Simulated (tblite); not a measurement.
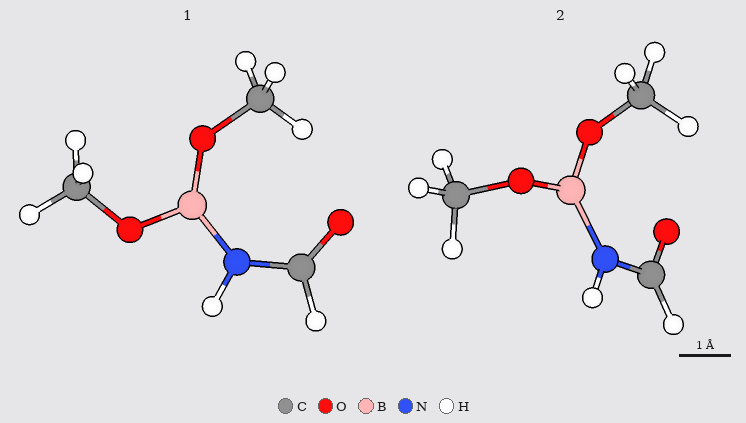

Two geometries of C$_{3}$H$_{8}$BNO$_{3}$, drawn at one scale. One is the start of a relaxation, the other its converged end. Style: ball-and-stick. Shown at a tilt.

Computed with GFN2-xTB geometry optimisation, gas phase (tblite 0.8.0). 

**Which geometry has the lower energy?**

Structure 1 is the relaxed one. After 103 geometry steps the energy has fallen by 1.908 eV. The largest moves after the best rigid fit, 1.35 Å, are those of O atoms. By element the largest moves are O 1.35 Å, H 1.23 Å, C 0.57 Å, B 0.34 Å, N 0.33 Å. Among the contacts that change: B–O 1.478 → 1.332 Å, B–O 1.468 → 1.364 Å, C–N 1.439 → 1.353 Å, B–N 1.531 → 1.474 Å. Among the angles between lasting bonds that change: C–O–B 109.3° → 131.7°, B–O–C 108.1° → 122.1°, O–B–N 120.4° → 131.8°. Groups turn about C–O by about 100°, B–O by about 95°, B–O by about 90°.
